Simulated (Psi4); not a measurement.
# [HSO3]− (SMILES O=[SH](=O)[O-]): B2PLYP/aug-cc-pVDZ (density fitting, density fitting for correlation, sweep point 3)

What is the vertical ionisation energy of [HSO3]− at B2PLYP/aug-cc-pVDZ (density fitting, density fitting for correlation, sweep point 3)? The job is set up through a Python script.

The calculation is run with Psi4 1.11.

4 further runs of the same task are left out: 4 set aside as unsound or not needed.

## (1) The system as given

[HSO3]− has 5 atoms, charge -1, and is taken as a singlet. As SMILES, `O=[SH](=O)[O-]`. Geometry: relaxed at GFN2-xTB.

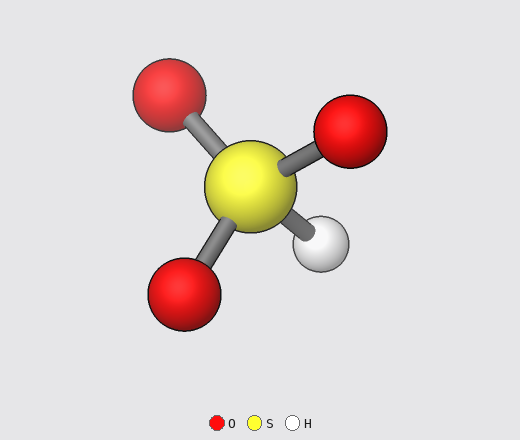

Viewed from a chosen angle; oxygen red, sulfur yellow, hydrogen white.

## (2) The energy at B2PLYP/aug-cc-pVDZ (density fitting, density fitting for correlation, sweep point 3)

The input, job.py:

```python
import psi4

psi4.set_memory('1600 MB')
psi4.set_num_threads(1)
psi4.set_output_file('psi4.out', False)

geom = psi4.geometry("""
-1 1
O     -0.58976463    -0.48679345     2.69098890
S     -0.11393159    -0.13624925     0.00243775
O      1.32086187    -2.15360748    -1.20186582
O     -2.25021028     0.81014449    -1.45110179
H      1.63302573     1.96650570    -0.04045904
units bohr
symmetry c1
""")

psi4.set_options({
    'basis': 'aug-cc-pVDZ',
    'reference': 'rks',
    'puream': True,
    'scf_type': 'df',
    'num_frozen_docc': 8,
    'dft_radial_points': 35,
    'dft_spherical_points': 110,
})

e_tot, wfn = psi4.energy('B2PLYP', return_wfn=True)
print(f'total energy {e_tot:.8f} hartree = {e_tot * 27.211386:.5f} eV')
```

Run with:

```
$ python job.py
```

psi4.out:

```text
[...]
  Running in c1 symmetry.
[...]
  Nuclear repulsion =  192.274096758542356
[...]
  Multiplicity = 1
[...]
  Nalpha       = 21
  Nbeta        = 21
[...]
    Number of basis functions: 105
[...]
   @DF-RKS iter   1:  -623.59795987279131    3.82354e-01   8.93221e-03 ADIIS/DIIS
[...]
   @DF-RKS iter   9:  -623.93486836464774   -1.48515e-08   1.21447e-07 DIIS
[...]
    Orbital Energies [Eh]
    ---------------------
    Doubly Occupied:
       1A    -90.220042     2A    -19.527212     3A    -19.527049
       4A    -19.527027     5A     -8.380531     6A     -6.228503
       7A     -6.228498     8A     -6.227573     9A     -1.085984
      10A     -0.941759    11A     -0.941358    12A     -0.518906
      13A     -0.405191    14A     -0.351945    15A     -0.351906
      16A     -0.226573    17A     -0.226539    18A     -0.190765
      19A     -0.190550    20A     -0.164496    21A     -0.143269
[...]
  @DF-RKS Final Energy:  -623.93486836464774
   => Energetics <=
    Nuclear Repulsion Energy =            192.2740967585423562
    One-Electron Energy =               -1251.3424693230635967
    Two-Electron Energy =                 460.0751984586516414
    DFT Exchange-Correlation Energy =     -24.9416942587780817
    Empirical Dispersion Energy =           0.0000000000000000
    VV10 Nonlocal Energy =                  0.0000000000000000
    Total Energy =                       -623.9348683646477411
[...]
 Multipole Moments:
 ------------------------------------------------------------------------------------
     Multipole            Electronic (a.u.)      Nuclear  (a.u.)        Total (a.u.)
 ------------------------------------------------------------------------------------
 L = 1.  Multiply by 2.5417464519 to convert [e a0] to [Debye]
 Dipole X            :         -0.5707326            0.9727971            0.4020645
 Dipole Y            :         -0.6839295            1.1713635            0.4874340
 Dipole Z            :          0.0127881           -0.0240666           -0.0112784
 Magnitude           :                                                    0.6319612
[...]
```

Standard output:

```text
total energy -624.19069441 hartree = -16985.09392 eV
```

Run time: 2.8 s. Hardware: 1 thread of Intel Xeon Platinum 8559C (Emerald Rapids), shared host; peak memory 0.33 GiB.

## (3) Doublet neutral HSO3

The input, job.py:

```python
import psi4

psi4.set_memory('1600 MB')
psi4.set_num_threads(1)
psi4.core.set_output_file('psi4.out', False)

m = psi4.geometry("""
0 2
O     -0.58976463    -0.48679345     2.69098890
S     -0.11393159    -0.13624925     0.00243775
O      1.32086187    -2.15360748    -1.20186582
O     -2.25021028     0.81014449    -1.45110179
H      1.63302573     1.96650570    -0.04045904
units au
symmetry c1
""")

options = {'basis': 'aug-cc-pVDZ', 'reference': 'uks', 'puream': True, 'scf_type': 'df', 'num_frozen_docc': 8, 'dft_radial_points': 35, 'dft_spherical_points': 110, 'maxiter': 150}
psi4.set_options(options)

energy_value, wavefunction = psi4.energy("b2plyp", molecule=m, return_wfn=True)
print(f'total energy {energy_value:.8f} hartree = {energy_value * 27.211386:.5f} eV')
```

Run with:

```
$ python job.py
```

psi4.out:

```text
[...]
  Running in c1 symmetry.
[...]
  Nuclear repulsion =  192.274096758542356
[...]
  Multiplicity = 2
[...]
  Nalpha       = 21
  Nbeta        = 20
[...]
    Number of basis functions: 105
[...]
   @DF-UKS iter   1:  -623.44081567273690    5.39499e-01   8.04989e-03 DIIS/ADIIS
[...]
   @DF-UKS iter  14:  -623.73049701253592    1.16557e-07   8.57179e-07 DIIS
[...]
   @S^2 Observed:                7.735944842E-01
[...]
    Orbital Energies [Eh]
    ---------------------
    Alpha Occupied:
       1A    -90.485016     2A    -19.815762     3A    -19.815750
       4A    -19.815671     5A     -8.650495     6A     -6.497578
       7A     -6.497522     8A     -6.497518     9A     -1.367356
      10A     -1.225798    11A     -1.225484    12A     -0.817043
      13A     -0.684464    14A     -0.622291    15A     -0.622252
      16A     -0.503548    17A     -0.503477    18A     -0.475641
      19A     -0.468828    20A     -0.468713    21A     -0.414739
    Alpha Virtual:
      22A     -0.018937    23A      0.038554    24A      0.050963
      25A      0.050977    26A      0.073275    27A      0.123468
[...]
  @DF-UKS Final Energy:  -623.73049701253592
   => Energetics <=
    Nuclear Repulsion Energy =            192.2740967585423562
    One-Electron Energy =               -1240.1353958153667918
    Two-Electron Energy =                 448.9023904376738301
    DFT Exchange-Correlation Energy =     -24.7715883933852794
    Empirical Dispersion Energy =           0.0000000000000000
    VV10 Nonlocal Energy =                  0.0000000000000000
    Total Energy =                       -623.7304970125359205
[...]
 Multipole Moments:
 ------------------------------------------------------------------------------------
     Multipole            Electronic (a.u.)      Nuclear  (a.u.)        Total (a.u.)
 ------------------------------------------------------------------------------------
 L = 1.  Multiply by 2.5417464519 to convert [e a0] to [Debye]
 Dipole X            :         -0.2883720            0.9727971            0.6844251
 Dipole Y            :         -0.3467262            1.1713635            0.8246373
 Dipole Z            :          0.0061504           -0.0240666           -0.0179162
 Magnitude           :                                                    1.0718140
[...]
```

The script printed:

```text
total energy -623.99084157 hartree = -16979.65565 eV
```

Run time: 3.9 s. Hardware: 1 thread of Intel Xeon Platinum 8559C (Emerald Rapids), shared host; peak memory 0.33 GiB.

## (4) Outcome

At B2PLYP/aug-cc-pVDZ (density fitting, density fitting for correlation, sweep point 3), 8 core orbitals frozen:

| quantity | value |
| --- | --- |
| singlet [HSO3]−: total energy | -624.19069 Eh |
| singlet [HSO3]−: HOMO energy (SCF part's orbitals) | -3.90 eV |
| singlet [HSO3]−: LUMO energy (SCF part's orbitals) | 3.77 eV |
| singlet [HSO3]−: HOMO–LUMO gap (to an unbound level, set by the basis) | 7.67 eV |
| doublet neutral HSO3: total energy | -623.99084 Eh |
| doublet neutral HSO3: HOMO energy (SCF part's orbitals) (highest over α and β) | -11.03 eV |
| doublet neutral HSO3: LUMO energy (SCF part's orbitals) (lowest over α and β) | -6.67 eV |
| doublet neutral HSO3: ⟨S²⟩ | 0.774 |
| vertical detachment energy (to the doublet neutral) | 5.438 eV |

Removing an electron at fixed nuclei costs 5.44 eV (525 kJ/mol). The negative HOMO energy of the first species, 3.90 eV, lies 1.54 eV below that difference.
